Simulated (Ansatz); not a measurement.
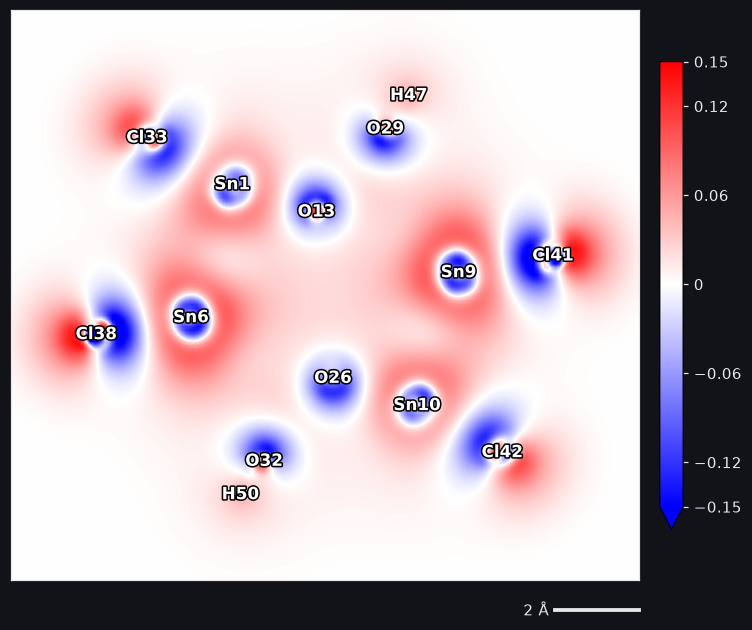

Cl12H6O20Sn12 (charge +2). The LUMO on the plane of atoms O26, Sn10 and Cl42 (values in Å⁻³ᐟ²; the overall sign is arbitrary).

Geometry: r2SCAN-D4/def2-SVP; core potentials replace the inner electrons of Sn.

All numbers below come from RKS PBE0-D4/def2-SVP (Ansatz).

Input file:

```
crystal:
  periodic: [false, false, false]
  atoms:
    - {symbol: Sn, position_ang: [0.176471, 1.847122, 2.883030]}
    - {symbol: Sn, position_ang: [1.848502, 2.881989, 0.176838]}
    - {symbol: Sn, position_ang: [2.882620, 0.175206, 1.848390]}
    - {symbol: Sn, position_ang: [0.227822, 1.954059, -2.560766]}
    - {symbol: Sn, position_ang: [1.953500, -2.561508, 0.227063]}
    - {symbol: Sn, position_ang: [-2.561314, 0.227738, 1.953496]}
    - {symbol: Sn, position_ang: [-0.227738, -1.953988, 2.560742]}
    - {symbol: Sn, position_ang: [-1.953453, 2.561571, -0.227133]}
    - {symbol: Sn, position_ang: [2.561315, -0.227746, -1.953645]}
    - {symbol: Sn, position_ang: [-0.176458, -1.847146, -2.883081]}
    - {symbol: Sn, position_ang: [-1.848403, -2.881956, -0.176846]}
    - {symbol: Sn, position_ang: [-2.882563, -0.175176, -1.848439]}
    - {symbol: O, position_ang: [1.149014, 1.148142, 1.149023]}
    - {symbol: O, position_ang: [-0.772499, -0.032016, 3.033502]}
    - {symbol: O, position_ang: [-1.577679, 2.075850, 1.731719]}
    - {symbol: O, position_ang: [-0.031059, 3.033212, -0.771667]}
    - {symbol: O, position_ang: [2.076411, 1.731316, -1.577776]}
    - {symbol: O, position_ang: [1.731656, -1.579091, 2.076125]}
    - {symbol: O, position_ang: [3.033302, -0.772773, -0.031481]}
    - {symbol: O, position_ang: [-1.731550, 1.579124, -2.076165]}
    - {symbol: O, position_ang: [0.772489, 0.032052, -3.033552]}
    - {symbol: O, position_ang: [0.031152, -3.033126, 0.771632]}
    - {symbol: O, position_ang: [1.577707, -2.075852, -1.731830]}
    - {symbol: O, position_ang: [-2.076343, -1.731300, 1.577735]}
    - {symbol: O, position_ang: [-3.033303, 0.772833, 0.031359]}
    - {symbol: O, position_ang: [-1.148952, -1.148111, -1.149088]}
    - {symbol: O, position_ang: [1.012380, 3.568154, 1.990118]}
    - {symbol: O, position_ang: [1.989194, 1.010367, 3.569344]}
    - {symbol: O, position_ang: [3.569300, 1.988466, 1.012430]}
    - {symbol: O, position_ang: [-1.012439, -3.568144, -1.990167]}
    - {symbol: O, position_ang: [-1.989239, -1.010442, -3.569420]}
    - {symbol: O, position_ang: [-3.569224, -1.988399, -1.012387]}
    - {symbol: Cl, position_ang: [-0.507766, 2.813930, 4.871586]}
    - {symbol: Cl, position_ang: [2.815312, 4.870542, -0.507223]}
    - {symbol: Cl, position_ang: [4.871169, -0.508752, 2.815364]}
    - {symbol: Cl, position_ang: [0.377211, 3.324817, -4.384816]}
    - {symbol: Cl, position_ang: [3.323709, -4.386079, 0.374694]}
    - {symbol: Cl, position_ang: [-4.386023, 0.377252, 3.323330]}
    - {symbol: Cl, position_ang: [-0.376924, -3.324505, 4.384992]}
    - {symbol: Cl, position_ang: [-3.323787, 4.386051, -0.374777]}
    - {symbol: Cl, position_ang: [4.385896, -0.377399, -3.323634]}
    - {symbol: Cl, position_ang: [0.507667, -2.814022, -4.871641]}
    - {symbol: Cl, position_ang: [-2.815157, -4.870437, 0.507465]}
    - {symbol: Cl, position_ang: [-4.871163, 0.508665, -2.815396]}
    - {symbol: H, position_ang: [1.025113, 4.473736, 2.344387]}
    - {symbol: H, position_ang: [2.343082, 1.022857, 4.475082]}
    - {symbol: H, position_ang: [4.474995, 2.342441, 1.025315]}
    - {symbol: H, position_ang: [-1.025246, -4.473742, -2.344394]}
    - {symbol: H, position_ang: [-2.343663, -1.023799, -4.474942]}
    - {symbol: H, position_ang: [-4.475081, -2.341972, -1.024486]}
basis:
  gaussian: {orbitals: def2-SVP, fitting: {mean_field: def2-universal-jkfit}, initial_orbitals: start.molden}
total_charge: 2
hamiltonian: {xc: pbe0, dispersion: d4}
scf: {omitted_lower_state_checks: [starts]}
output: {orbitals: {seedname: orbitals}}
```

Run with:

```sh
ansatz run in.yaml --threads 11 --pin off --events-out ev --progress --plain --max-ram 174080MiB --backend cuda --devices 0, --max-vram 75GiB
```

Question: Describe this orbital and give its energy.

Answer: No atom holds more than about 10 % of it (Hirshfeld); by element the shares are Sn 45 %, Cl 30 % and O 25 %; it is gerade (even under inversion). Its energy is −9.59 eV.
